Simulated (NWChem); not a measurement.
# PBE/6-311+G(d,p) run of C3H6O2 (ethyl formate)

What is the electronic atomisation energy of C3H6O2 (ethyl formate) at PBE/6-311+G**? 

The results are computed with NWChem 7.3.0.

## 1. The system as given

C3H6O2 has 11 atoms, charge 0, and is taken as a singlet. SMILES: `CCOC=O`. The coordinates come from a PBE0-D4/def2-TZVP relaxation. This is one conformer, not always the lowest.

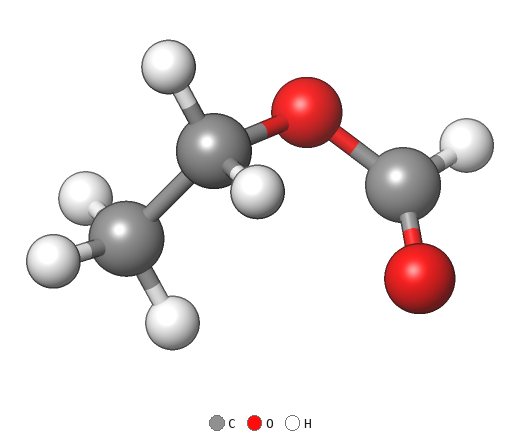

The structure, seen from a chosen angle (carbon grey, oxygen red, hydrogen white).

## 2. A single-point energy at PBE/6-311+G(d,p) (run 1)

Contents of c3h6o2.nw:

```
start c3h6o2
title "C3H6O2"
memory total 2200 mb
geometry noautosym nocenter noautoz
 C     -0.299500    -0.524900     1.232400
 C      0.160800     0.664100     0.426200
 O     -0.490700     0.711500    -0.855000
 C      0.057300    -0.014800    -1.824100
 O      1.038300    -0.694200    -1.733000
 H      0.156600    -0.494600     2.224600
 H     -0.004700    -1.457900     0.750600
 H     -1.384300    -0.515300     1.354300
 H      1.240500     0.642300     0.270000
 H     -0.114700     1.603600     0.905800
 H     -0.534200     0.107100    -2.743600
end
basis "ao basis" spherical bse
 * library 6-311+G**
end
dft
 xc xpbe96 cpbe96
 mult 1
 grid fine
 convergence energy 1e-08
 maxiter 100
 mulliken
 print low
end
task dft energy
```

The run is started by

```bash
$ nwchem c3h6o2.nw > c3h6o2.out
```

The program printed:

```text
[...]
 d= 0,ls=0.0,diis     1   -267.9962995733 -4.49D+02  1.53D-02  1.61D+00     6.0
[...]
 d= 0,ls=0.0,diis    12   -268.1467469647 -2.08D-09  1.08D-07  4.63D-10    57.8
         Total DFT energy =     -268.146746964659
      One electron energy =     -724.081892633117
           Coulomb energy =      309.938206123453
    Exchange-Corr. energy =      -35.406831540702
 Nuclear repulsion energy =      181.403771085708
[...]
      Total Density - Mulliken Population Analysis
     ---------------------------------------------
    Atom       Charge   Shell Charges
 -----------   ------   -------------------------------------------------------
    1 C    6     6.45   1.10  0.88  0.66  0.75  1.54  0.50  0.91  0.08 -0.01  0.04
    2 C    6     6.34   1.10  0.88  0.63  0.76  1.51  0.47  0.75  0.12  0.01  0.09
    3 O    8     7.98   1.08  0.91  0.97  1.01  2.05  0.79  1.37 -0.17 -0.06  0.01
    4 C    6     5.98   1.10  0.88  0.63  0.79  1.40  0.38  0.49  0.05  0.06  0.19
    5 O    8     8.28   1.08  0.91  0.97  1.01  2.00  0.87  1.34  0.02  0.05  0.02
    6 H    1     0.83   0.27  0.47  0.07  0.02
    7 H    1     0.82   0.27  0.46  0.06  0.02
    8 H    1     0.83   0.27  0.47  0.06  0.02
    9 H    1     0.81   0.28  0.45  0.06  0.02
   10 H    1     0.82   0.28  0.47  0.06  0.02
[...]
```

Wall time 59 s (1 thread of AMD EPYC 7R43 (Zen 3), shared host); peak memory 0.11 GiB.

## 3. The C atom, same level (run 2)

Contents of c.nw:

```
start c
title "C"
memory 2200 mb
charge 0

geometry units atomic noautosym nocenter noautoz
  C    0.00000000   0.00000000   0.00000000
end

basis spherical bse
  * library 6-311+G**
end

dft
  xc xpbe96 cpbe96
  mult 3
  grid fine
  convergence energy 1e-08
  iterations 100
  mulliken
  print low
end

task dft energy
```

Run the same way, it converges to -37.79375 Eh (log not shown).

Run 3 isn't shown in full; the table further down has it.

## 4. The O atom, same level (run 4)

Contents of geom.xyz:

```xyz
1
O PBE
O      0.000000     0.000000     0.000000
```

Contents of geom.nw:

```
echo
start geom
title "O PBE"
memory total 2200 mb

geometry noautosym nocenter noautoz
  load format xyz geom.xyz
end

basis spherical bse
  * library 6-311+G**
end

dft
  xc xpbe96 cpbe96
  mult 3
  grid fine
  convergence energy 1e-08
  iterations 100
  mulliken
  noprint "final vectors analysis"
end

task dft
```

Run the same way, it converges to -75.00338 Eh (log not shown).

## 5. Overview of the runs

```tsv
run	level	partner	energy (Eh)	wall time
1	PBE/6-311+G**	base	-268.146747	59 s
2	UPBE/6-311+G**	atoms	-37.793750	0.91 s
3	UPBE/6-311+G**	atoms	-0.499619	0.72 s
4	UPBE/6-311+G**	atoms	-75.003376	0.94 s
```

## 6. Outcome

Level: PBE/6-311+G**.

```
                     quantity         value
         O atom: total energy  -75.00338 Eh
                 O atom: ⟨S²⟩         2.003
electronic atomisation energy     47.920 eV
```

What this shows: Taking the molecule apart into free atoms costs 47.92 eV (4624 kJ/mol), before zero-point energy and without spin-orbit coupling. All runs together took 61 s, the longest 59 s.
